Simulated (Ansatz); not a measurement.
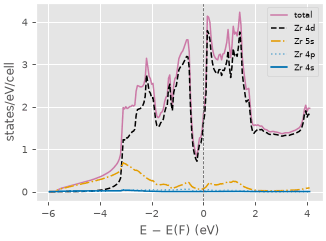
*Total and projected density of states of Zr (hcp (Mg type), P6_3/mmc), plane-wave PAW PBE+D3(BJ) (Ansatz code)*

Q: Which orbitals carry the states next to the Fermi level?

A: Within 0.5 eV of the Fermi level: Zr 4d 89 %, Zr 5s 5 %. Projections are on Löwdin-orthogonalised atomic valence shells; empty p or d shells of many metals are not among them.

Q: Where is the tallest occupied peak in this window, and what makes it?

A: Near -0.6 eV, about 3.6 states/eV per cell; the largest projected share is Zr 4d.

Symmetry was held in the PBE+D3(BJ) relaxation. No spin polarisation was allowed. The pairwise dispersion correction was not fitted to metals. Scalar-relativistic: spin–orbit coupling is off unless named, which matters more the heavier the elements.

Potentials: the later of the program's two PAW sets.
